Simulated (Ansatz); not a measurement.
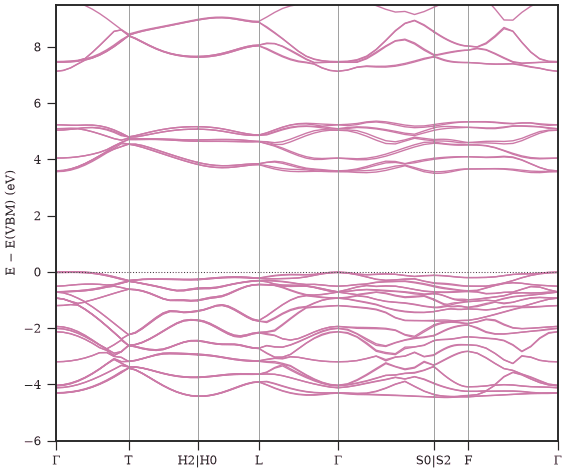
*Band structure from PBE with spin–orbit coupling (plane waves, PAW; program Ansatz)*

Problem. Read off the gap and where the band edges lie.

Solution. About 3.5 eV (3.50 eV by a search for the band edges); maximum on the Γ–T line, 25 % of the way from Γ, minimum on the S2–F line, 10 % of the way from S2.

The material is LiNbO3 in space group R3c (No. 161; Li on 6a, Nb on 6a, O on 18b).

Symmetry was held in the PBE relaxation. No spin polarisation was allowed.

Potentials: the earlier of the program's two PAW sets.
